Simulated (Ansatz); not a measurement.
Run report: Si$_{2}$H$_{7}$F, saddle-point search

The run: saddle-point search of Si$_{2}$H$_{7}$F. Method and program: RKS SPW92 (LDA)/def2-SVP (Ansatz 0.2.0).

Figures and captions count atoms from 1; the log counts them from 0 in places.

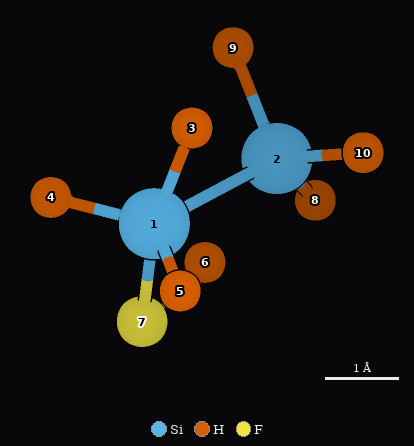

The input geometry (ball-and-stick view, seen at a tilt; atoms are numbered from 1 in the order of the input).

Key numbers

```json
{"quantity": "outcome", "value": "converged"}
{"quantity": "total energy", "value": "−18494.5977 eV"}
{"quantity": "largest force (length of the vector) at the end", "value": "0.028 eV/Å"}
{"quantity": "dipole moment", "value": "0.64 D"}
{"quantity": "hardware", "value": "4 threads of Arm Neoverse V1, 23 GiB of memory available, shared host"}
{"quantity": "wall time", "value": "15 s (CPU time 51 s)"}
{"quantity": "peak memory", "value": "0.44 GiB"}
```

Notes

The program could not tell the order of the saddle point.

Input
```yaml
crystal:
  periodic: [false, false, false]
  atoms:
    - {symbol: Si, position_ang: [-0.930018, 0.753471, -0.284657]}
    - {symbol: Si, position_ang: [0.847849, -0.935633, 0.170161]}
    - {symbol: H, position_ang: [-1.278183, -0.488890, -1.107409]}
    - {symbol: H, position_ang: [-2.090950, 0.785030, 0.641936]}
    - {symbol: H, position_ang: [-0.813800, 1.748911, -1.351641]}
    - {symbol: H, position_ang: [0.555447, 0.695541, 0.693232]}
    - {symbol: F, position_ang: [0.042388, 1.762318, 0.958139]}
    - {symbol: H, position_ang: [2.122434, -0.861895, 1.071343]}
    - {symbol: H, position_ang: [-0.107889, -2.215396, 0.581732]}
    - {symbol: H, position_ang: [1.320991, -1.149067, -1.254679]}
basis:
  gaussian: {orbitals: def2-SVP}
hamiltonian: {xc: lda}
saddle:
  f_tol: 0.05
  max_steps: 40
  mode_guess:
    - [0.0482, 0.3023, 0.1845]
    - [0.1232, -0.0532, 0.0629]
    - [0.1786, 0.1099, 0.1799]
    - [-0.0567, 0.0325, 0.0524]
    - [-0.0127, 0.0723, -0.0452]
    - [-0.0157, -0.6498, -0.3189]
    - [-0.3734, 0.2254, -0.1699]
    - [0.0932, -0.0715, 0.0371]
    - [0.0040, 0.0054, 0.0059]
    - [0.0113, 0.0267, 0.0113]
```

Run as:
```bash
ansatz run in.yaml --threads 4 --pin off --events-out ev --progress --plain --max-ram 9574MiB
```

Output
```
Functional definition: SPW92
  name "SPW92"
  cite "Dirac, Proc. Camb. Phil. Soc. 26, 376 (1930) doi:10.1017/S0305004100016108"
  cite "Slater, Phys. Rev. 81, 385 (1951) doi:10.1103/PhysRev.81.385"
  cite "Perdew & Wang, Phys. Rev. B 45, 13244 (1992) doi:10.1103/PhysRevB.45.13244"
  exchange = slater_x
  correlation = pw_c
946 factors; their error is unknown
mean field evaluation 1: about -18492.8579 eV, gradient 2.6e1 eV
mean field evaluation 2: about -18490.6372 eV, gradient 5.0e1 eV
mean field evaluation 4: about -18494.4064 eV, gradient 2.3e0 eV
mean field evaluation 8: about -18494.4255 eV, gradient 2.9e-2 eV
mean field evaluation 16: about -18494.3474 eV, gradient 6.1e-5 eV
mean field -18494.34737419 eV, -679.6547300825 hartree, gradient 6.1e-5 eV, S^2 0.000000; 0 other end points of the search recorded, 0 dependent functions left out
the calculation of the forces begins
reference -18494.34740674 eV, -679.6547312788 hartree; 22, 22 occupied and 63, 63 virtual orbitals, 946 factors
these checks for a lower state are left out or cut short: stability, starts, cluster_reference, orbital_swaps, neighbouring_geometries, increment
946 factors; their error is unknown
mean field -18494.34787560 eV, -679.6547485090 hartree, gradient 2.2e-6 eV, S^2 0.000000; 0 other end points of the search recorded, 0 dependent functions left out
[... from here on the field's lines of each further geometry are left out, up to the last ...]
saddle step   1: F+E_penalty+E_count = -18494.34737419 eV  max|allowed force component| = 1.902e0 eV/Å  curvature = -7.4558 eV/Å²  mode residual = 1.97e0 eV/Å²  Δτ_max = 0.0000 Å  (1 rotations, 3 force calls, 65 SCF iters)  cluster: 3 rotations left out, max|force component along them| = 1.056e-7 eV/Å
saddle step   2: F+E_penalty+E_count = -18494.56584867 eV  max|allowed force component| = 7.534e-1 eV/Å  curvature = -8.1526 eV/Å²  mode residual = 1.17e0 eV/Å²  Δτ_max = 0.1124 Å  (1 rotations, 3 force calls, 68 SCF iters)  cluster: 3 rotations left out, max|force component along them| = 1.876e-8 eV/Å
saddle step   3: F+E_penalty+E_count = -18494.58381270 eV  max|allowed force component| = 3.317e-1 eV/Å  curvature = -8.0030 eV/Å²  mode residual = 8.09e-1 eV/Å²  Δτ_max = 0.0620 Å  (1 rotations, 3 force calls, 68 SCF iters)  cluster: 3 rotations left out, max|force component along them| = 5.967e-9 eV/Å
saddle step   4: F+E_penalty+E_count = -18494.59474066 eV  max|allowed force component| = 1.140e-1 eV/Å  curvature = -8.4208 eV/Å²  mode residual = 5.88e-1 eV/Å²  Δτ_max = 0.0233 Å  (1 rotations, 3 force calls, 70 SCF iters)  cluster: 3 rotations left out, max|force component along them| = 7.576e-9 eV/Å
saddle step   5: F+E_penalty+E_count = -18494.59663079 eV  max|allowed force component| = 7.739e-2 eV/Å  curvature = -8.3022 eV/Å²  mode residual = 4.26e-1 eV/Å²  Δτ_max = 0.0146 Å  (1 rotations, 3 force calls, 68 SCF iters)  cluster: 3 rotations left out, max|force component along them| = 3.948e-9 eV/Å
saddle search: the force at step 6 is within saddle.f_tol, and the search now checks the order of the point unasked, as it does wherever a lone molecule whose rigid rotations it leaves out would converge (saddle.isolated_cluster): at most 100 rotations across the mode and 202 force calls, two more next to a line or behind a second negative curvature, two more where it reads a positive, two for each turn that reads one and six more at each negative that it reads, and up to 22 at one that stands (24 where saddle.amplitude is under 0.005 Å), over each length that the point is read over (saddle.order_check: false declines the check)
saddle search: the rotation starts from a random direction (saddle.seed = 0)
the calculation of the forces begins
reference -18494.59769614 eV, -679.6639292447 hartree; 22, 22 occupied and 63, 63 virtual orbitals, 946 factors
946 factors; their error is unknown
mean field -18494.59765479 eV, -679.6639277249 hartree, gradient 1.1e-5 eV, S^2 0.000000; 1 other end points of the search recorded, 0 dependent functions left out
the calculation of the forces begins
reference -18494.59768732 eV, -679.6639289203 hartree; 22, 22 occupied and 63, 63 virtual orbitals, 946 factors
saddle step   6: F+E_penalty+E_count = -18494.59765479 eV  max|allowed force component| = 2.241e-2 eV/Å  curvature = -8.1655 eV/Å² (error put at 0.0059; -8.1714 at half of saddle.amplitude)  mode residual = 3.14e-1 eV/Å²  Δτ_max = 0.0228 Å  (1 rotations, 27 force calls, 445 SCF iters)  order check (unasked): unresolved, curvature across the mode = +0.0172 eV/Å² (17 force calls)  cluster: 3 rotations left out, max|force component along them| = 6.112e-9 eV/Å
```

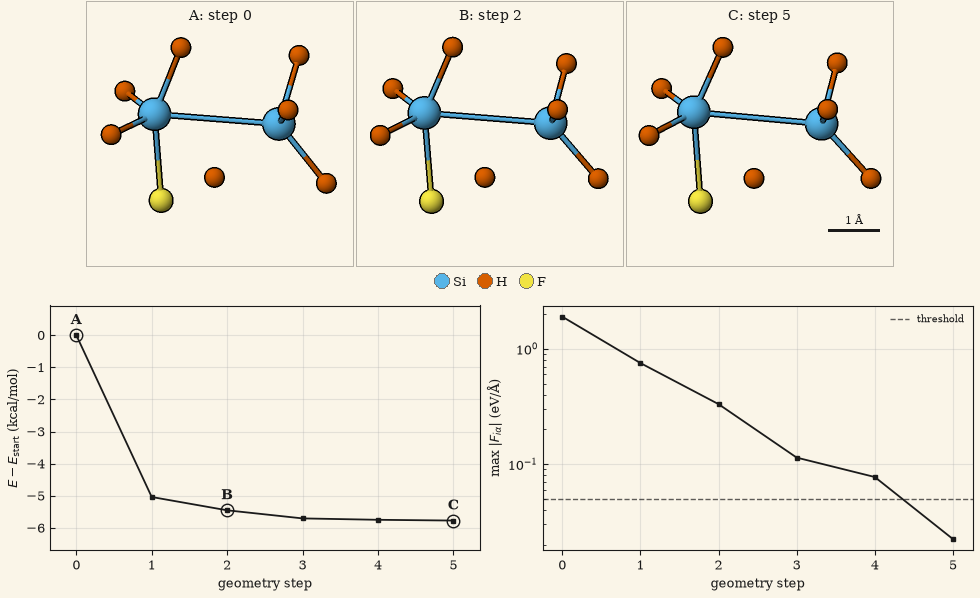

Frames of the saddle-point search (ball-and-stick view, seen at a tilt) above the curves, on which the letters mark them (the first geometry is step 0 here and step 1 in the log).

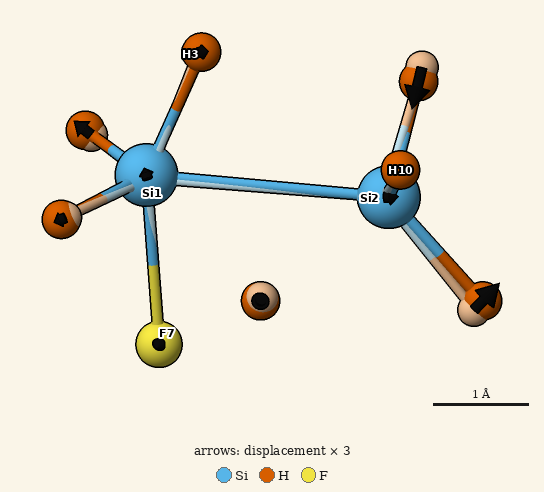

Start (faint) and end (solid) with the displacements as black arrows, magnified 3 times (ball-and-stick view, seen at a tilt). The two geometries are laid on each other by the best rigid fit. The largest move after the best rigid fit is that of H9, 0.15 Å. Largest moves by element: H 0.15 Å, Si 0.06 Å, F 0.04 Å. Among the contacts that change: Si2–H9 1.649 → 1.504 Å, Si1–Si2 2.494 → 2.565 Å, Si2–H8 1.563 → 1.516 Å, Si1–F7 1.873 → 1.911 Å. Among the angles that change: H9–Si2–H10 107.8° → 111.5°, H5–Si1–F7 94.4° → 90.7°, Si1–Si2–H8 130.9° → 134.5°. The energy falls by 5.77 kcal/mol in 5 geometry steps. The largest force component goes from 1.9 to 0.022 eV/Å. (Atoms are counted from 1 in the order of the input.)

```
saddle search: converged; its order check could not tell the order of the point: after 14 rotations it read +0.017 eV/Å² across the mode with a residual of 8.70e-2 eV/Å², and holds the second-lowest curvature to +0.017 eV/Å² at the most. That shows no second curvature under the negative of saddle.curvature_tol, and does not show that there is none
Total energy: -18494.59768732 eV, -679.6639289203 hartree
Atom 0 at    -0.970423     0.735200    -0.287086 Å, force    -0.008761     0.012943    -0.001076 eV/Å
Atom 1 at     0.884829    -0.976814     0.169486 Å, force    -0.017246    -0.013249     0.009335 eV/Å
Atom 2 at    -1.249118    -0.519801    -1.117991 Å, force     0.004670     0.001555     0.004651 eV/Å
Atom 3 at    -2.166703     0.797351     0.615971 Å, force    -0.003379    -0.001869    -0.002463 eV/Å
Atom 4 at    -0.833783     1.791310    -1.344402 Å, force    -0.001361    -0.000927    -0.000750 eV/Å
Atom 5 at     0.540465     0.711447     0.754719 Å, force     0.001977    -0.003146    -0.000553 eV/Å
Atom 6 at     0.058697     1.787356     0.931681 Å, force     0.004473    -0.017089    -0.003634 eV/Å
Atom 7 at     2.122631    -0.994319     1.044520 Å, force     0.001766     0.000443    -0.001136 eV/Å
Atom 8 at    -0.028151    -2.087365     0.612915 Å, force     0.016163     0.022411    -0.006416 eV/Å
Atom 9 at     1.309825    -1.149977    -1.261657 Å, force     0.001699    -0.001072     0.002042 eV/Å
Dipole moment:     0.021678    -0.124492    -0.043882 e Å
```

Trajectory as extended XYZ (Å, eV, eV/Å), 6 frames, from step=1 to step=6
```
10
Properties=species:S:1:pos:R:3:forces:R:3 step=1 energy=-18494.34737
Si   -0.9300    0.7535   -0.2847   -0.5388  -0.4227   0.3200
Si    0.8478   -0.9356    0.1702   -0.0258  -1.9024   0.2429
H    -1.2782   -0.4889   -1.1074    0.1224  -0.1073  -0.0387
H    -2.0909    0.7850    0.6419   -0.3189   0.0399   0.0761
H    -0.8138    1.7489   -1.3516    0.1282   0.5432  -0.4175
H     0.5554    0.6955    0.6932    0.0476   0.0272   0.2052
F     0.0424    1.7623    0.9581    0.1435   0.4121   0.0182
H     2.1224   -0.8619    1.0713   -0.5724  -0.1653  -0.3180
H    -0.1079   -2.2154    0.5817    1.0625   1.4983  -0.2868
H     1.3210   -1.1491   -1.2547   -0.0484   0.0770   0.1986
10
Properties=species:S:1:pos:R:3:forces:R:3 step=2 energy=-18494.56585
Si   -0.9498    0.7424   -0.2707   -0.2065   0.1184   0.1367
Si    0.8543   -0.9601    0.1482    0.2030  -0.7534   0.3092
H    -1.2567   -0.5087   -1.1030    0.0683  -0.0350   0.0053
H    -2.1401    0.7856    0.6328   -0.1060  -0.0011   0.0347
H    -0.8080    1.7711   -1.3323    0.0000   0.1842  -0.2212
H     0.5404    0.6718    0.7181    0.0187  -0.0102   0.0297
F     0.0548    1.7934    0.9287   -0.0352  -0.0025  -0.0368
H     2.0898   -0.9255    1.0595   -0.2080  -0.0678  -0.1739
H    -0.0480   -2.1234    0.6061    0.3356   0.5118  -0.1628
H     1.3316   -1.1522   -1.2692   -0.0699   0.0557   0.0790
10
Properties=species:S:1:pos:R:3:forces:R:3 step=3 energy=-18494.58381
Si   -0.9557    0.7377   -0.2724   -0.1833  -0.1168  -0.2018
Si    0.8640   -0.9716    0.1608    0.3075   0.1587  -0.1734
H    -1.2569   -0.5181   -1.1156    0.0434   0.0853   0.0792
H    -2.1545    0.7801    0.6281   -0.0029   0.0392   0.0078
H    -0.8159    1.7726   -1.3498   -0.0059   0.0413   0.0313
H     0.5420    0.6852    0.7416    0.0659  -0.0490   0.0240
F     0.0736    1.7725    0.9342   -0.0538   0.2058   0.0586
H     2.0842   -0.9526    1.0513    0.1007  -0.0377   0.0418
H    -0.0239   -2.0663    0.6024   -0.2735  -0.3317   0.1385
H     1.3115   -1.1451   -1.2624    0.0019   0.0048  -0.0060
10
Properties=species:S:1:pos:R:3:forces:R:3 step=4 energy=-18494.59474
Si   -0.9584    0.7351   -0.2779   -0.1073   0.0894  -0.0420
Si    0.8715   -0.9761    0.1610    0.1140  -0.0047   0.0193
H    -1.2541   -0.5205   -1.1147    0.0500   0.0460   0.0517
H    -2.1548    0.7888    0.6255   -0.0157  -0.0016  -0.0083
H    -0.8209    1.7824   -1.3450   -0.0091  -0.0087   0.0046
H     0.5438    0.6915    0.7443   -0.0235  -0.0015  -0.0118
F     0.0582    1.7899    0.9324   -0.0007  -0.0512  -0.0316
H     2.0992   -0.9654    1.0475    0.0385  -0.0354   0.0104
H    -0.0320   -2.0851    0.6086   -0.0376  -0.0345   0.0184
H     1.3156   -1.1463   -1.2635   -0.0087   0.0022  -0.0107
10
Properties=species:S:1:pos:R:3:forces:R:3 step=5 energy=-18494.59663
Si   -0.9632    0.7358   -0.2808   -0.0774   0.0429  -0.0501
Si    0.8770   -0.9754    0.1636    0.0252  -0.0607   0.0435
H    -1.2512   -0.5202   -1.1145    0.0283   0.0297   0.0293
H    -2.1602    0.7913    0.6218   -0.0075   0.0035  -0.0038
H    -0.8253    1.7860   -1.3449   -0.0093  -0.0069   0.0068
H     0.5405    0.6988    0.7471    0.0146  -0.0227  -0.0008
F     0.0602    1.7872    0.9310   -0.0119   0.0037  -0.0043
H     2.1088   -0.9763    1.0462    0.0192  -0.0212   0.0026
H    -0.0331   -2.0871    0.6119    0.0263   0.0344  -0.0155
H     1.3146   -1.1456   -1.2632   -0.0075  -0.0027  -0.0077
10
Properties=species:S:1:pos:R:3:forces:R:3 step=6 energy=-18494.59766
Si   -0.9704    0.7352   -0.2871   -0.0088   0.0129  -0.0011
Si    0.8848   -0.9768    0.1695   -0.0172  -0.0132   0.0093
H    -1.2491   -0.5198   -1.1180    0.0047   0.0016   0.0047
H    -2.1667    0.7974    0.6160   -0.0034  -0.0019  -0.0025
H    -0.8338    1.7913   -1.3444   -0.0014  -0.0009  -0.0008
H     0.5405    0.7114    0.7547    0.0020  -0.0031  -0.0006
F     0.0587    1.7874    0.9317    0.0045  -0.0171  -0.0036
H     2.1226   -0.9943    1.0445    0.0018   0.0004  -0.0011
H    -0.0282   -2.0874    0.6129    0.0162   0.0224  -0.0064
H     1.3098   -1.1500   -1.2617    0.0017  -0.0011   0.0020
```

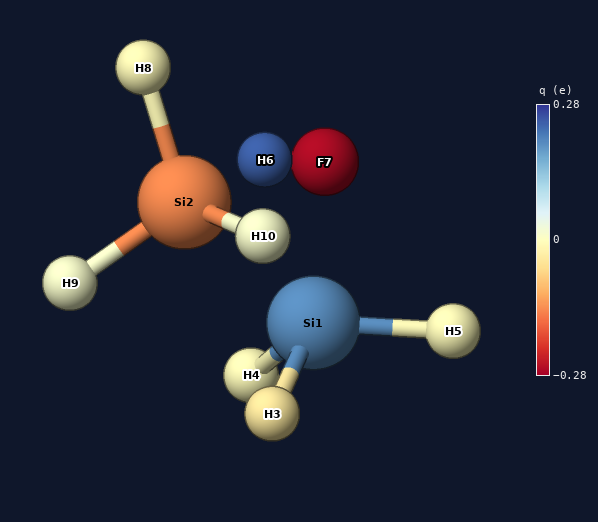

Mulliken charges, as the colour of each atom (ball-and-stick view, seen at a tilt; atoms are numbered from 1 in the order of the input). By element: Si −0.14 to +0.20, H −0.04 to +0.24 and F −0.26 e.
